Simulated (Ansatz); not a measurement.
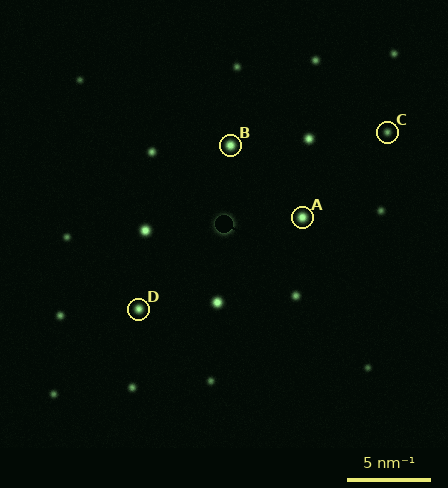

The pattern is a kinematic simulation for 300 kV electrons (no multiple scattering; isotropic B = 0.5 Å²). The zone axis points towards the electron source and the pattern is seen from the source side.

Re, space group P6_3/mmc (No. 194), a = 2.76 Å, c = 4.46 Å (hexagonal axes). Structure: the geometry relaxed at fixed volume with DFT r2SCAN, scalar-relativistic, plane waves, PAW (Ansatz 0.2.0).

Spot A is indexed 0 -1 1 and spot B 1 -1 -1.

Index the other marked spots.

Answer. C = 2A + B = 1 -3 1 (d = 0.885 Å). D = −A − B = -1 2 0 (d = 1.379 Å).

Find the zone axis.

Answer. The cross product of A and B is parallel to [211]; every spot obeys hu + kv + lw = 0.

What are the spacings of A and B and the angle between them?

Answer. d(A) = 2.106 Å, d(B) = 2.106 Å, and the angle is 80.4°.
